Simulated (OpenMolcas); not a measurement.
# Os⁵⁺ among point charges: CASSCF and CASPT2 levels and susceptibility

Aim: the splitting of the states of Os⁵⁺ in the field of 5 point charges, its lowest levels with spin-orbit coupling and its magnetic susceptibility.

Method: state-averaged CASSCF and CASPT2, spin-orbit coupling by RASSI with atomic mean-field integrals. Code: OpenMolcas 26.06.

**1. What is computed**

* Species: Os⁵⁺ (osmium, Z = 76, 71 electrons)
* Basis: ANO-RCC-VTZP [8s7p5d3f2g1h], 104 functions
* Scalar Hamiltonian: DKH2, point nucleus
* Inactive shells: 1s 2s 2p 3s 3p 3d 4s 4p 4d 4f 5s 5p
* Active space: 3 electrons in 5 orbitals (5d)
* Some configurations of this space: 5d³
* Orbitals: optimised for each spin and parity, averaged over all roots

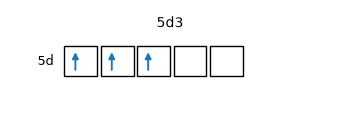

The shells outside the core, filled by Hund's rule for the drawing.

The ion sits among 5 point charges of -2 e arranged as a trigonal bipyramid (D3h), 1.72 Å from the ion, with the axial distance 1.686 Å.

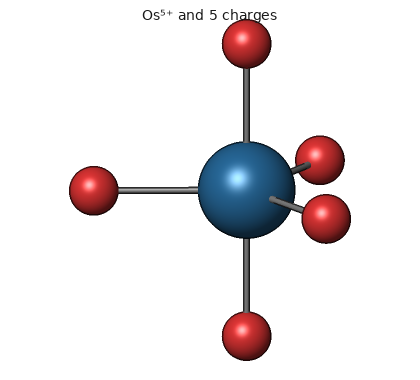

The ion and the point charges (red).

The work runs as a chain of OpenMolcas steps in one folder; each step below is one input file. Labels, J, g values, rates, χT and fits are worked out afterwards by a script from the matrices that RASSI stores.

**2. Basis and integrals**

Contents of a.inp:

```
&GATEWAY
Coord
1

Os 0.0 0.0 0.0
Basis=ANO-RCC-VTZP
Group=NoSym
NoMove
AngMom=0.0 0.0 0.0
AMFI
XField
5 Angstrom 0
1.720000 0.000000 0.000000 -2.000000
-0.860000 1.489564 0.000000 -2.000000
-0.860000 -1.489564 0.000000 -2.000000
0.000000 0.000000 1.685600 -2.000000
0.000000 0.000000 -1.685600 -2.000000
&SEWARD
```

Command:

```
$ OMP_NUM_THREADS=1 MOLCAS_MEM=1689 MOLCAS_PROJECT=a pymolcas a.inp > a.log
```

**3. CASSCF: quartets, 10 roots**

Contents of a.inp:

```
&RASSCF
FileOrb=start.orb
Symmetry=1
Spin=4
nActEl=3 0 0
Inactive=34
Ras2=5
CIRoot=10 10 1
SDav=10
CIMx=300
Iter=120 100
PrWF=0.3
OrbListing=Nothing
MaxOrb=0
>>> COPY $Project.JobIph JOB001
```

start.orb holds the contracted functions of the basis, ordered by shell, or the orbitals of the step before.

**4. Reference wave functions, doublets, 40 roots**

Contents of a.inp:

```
&RASSCF
FileOrb=start.orb
Symmetry=1
Spin=2
nActEl=3 0 0
Inactive=34
Ras2=5
CIRoot=40 40 1
SDav=40
CIMx=300
Iter=120 100
PrWF=0.3
OrbListing=Nothing
MaxOrb=0
>>> COPY $Project.JobIph JOB002
```

**5. State interaction with spin-orbit coupling**

Contents of a.inp:

```
&RASSI
NrOfJobIphs=2 10 40
1 2 3 4 5 6 7 8 9 10
1 2 3 4 5 6 7 8 9 10 11 12 13 14 15 16 17 18 19 20 21 22 23 24 25 26 27
28 29 30 31 32 33 34 35 36 37 38 39 40
IphNames
JOB001
JOB002
EJob
SpinOrbit
DIPRint=1.0
SOCoupling=1000.0
Subsets=2
Property=9
'ANGMOM' 1 'ANGMOM' 2 'ANGMOM' 3 'MLTPL  1' 1 'MLTPL  1' 2 'MLTPL  1' 3
'AMFI' 1 'AMFI' 2 'AMFI' 3
SOProperty=3
'ANGMOM' 1 'ANGMOM' 2 'ANGMOM' 3
```

**6. CASPT2: IPEA 0.25, imaginary shift 0.1 (closed shells correlated: 4f 5s 5p)**

Contents of a.inp:

```
>>> COPY JOB001 $Project.JobIph
&CASPT2
Multistate=10 1 2 3 4 5 6 7 8 9 10
NoMult
Frozen=23
IPEA=0.25
Imaginary=0.1
MaxIter=60
WThr=0.0 0.3 0.05
PrWF=0.5
NoMix
>>> COPY JOB002 $Project.JobIph
&CASPT2
Multistate=40 1 2 3 4 5 6 7 8 9 10 11 12 13 14 15 16 17 18 19 20 21 22
23 24 25 26 27 28 29 30 31 32 33 34 35 36 37 38 39 40
NoMult
Frozen=23
IPEA=0.25
Imaginary=0.1
MaxIter=60
WThr=0.0 0.3 0.05
PrWF=0.5
NoMix
```

(Steps that only read results are left out.)

Before running it: what results should come out? Wanted: spin-free ground state; first state of the same spin within the active space; lowest level; next level.

**Answer**, as computed:

```
                                            quantity                                                                           value
                                              method  SS-CASPT2, IPEA 0.25, imaginary shift 0.1 (closed shells correlated: 4f 5s 5p)
                              spin-free ground state                                                  4E, 2-fold in its orbital part
first state of the same spin within the active space                                                                 4E at 4420 cm⁻¹
                                        lowest level                                               2-fold E1/2, g = 0.71, 0.71, 1.15
                                          next level                                                                     2110.4 cm⁻¹
                                         χT at 300 K                                                                  0.11 cm³ K/mol
                           effective moment at 300 K                                                                         0.92 μB
```

Cost by method:

| method | time of its own steps | time with the reference |
| --- | --- | --- |
| A. CASSCF | 23 s | 23 s |
| B. SS-CASPT2, IPEA 0.25, imaginary shift 0.1, +4f 5s 5p | 78 s | 1.7 min |

Times are of one thread on a shared host.

The spin-free ground state (4E) comes to 100 % from free-ion F terms and keeps the highest spin of the shell. χT at 300 K is 0.11, against 1.88 cm³ K/mol for the spin alone, so spin-orbit coupling lowers it. CASPT2 does not keep the components of a term degenerate, and the means are used. The field of point charges can differ much from that of real complexes. Point charges carry no covalency, so the field is a model and not that of real ligands.
